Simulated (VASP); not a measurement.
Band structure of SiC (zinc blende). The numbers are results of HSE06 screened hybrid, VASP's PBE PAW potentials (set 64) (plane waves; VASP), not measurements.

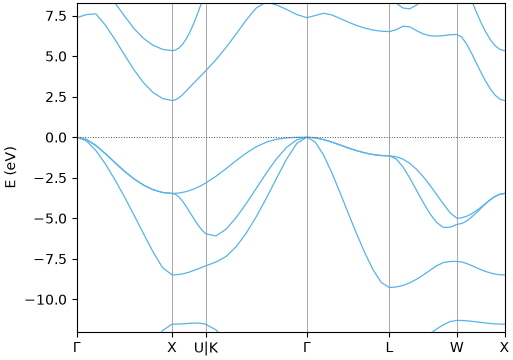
*Bands along high-symmetry lines, zero at the valence-band maximum or, without a gap, the Fermi level*

Question: Read the plot: is there a gap, and where are the band edges?

Answer: The gap is indirect, 2.26 eV, from the valence maximum at Γ to the conduction minimum at X.

Measured: gap 2.53 eV (computed value off by -0.27 eV), as given by Wei Chen et al., Physical Review Materials (2018), doi:10.1103/physrevmaterials.2.073803 [zero-point renormalisation of 0.11 eV added back (the table's ZPR column)].

The compound is SiC in the zinc blende structure. It was relaxed first. The cell's shape comes from a PBE relaxation.
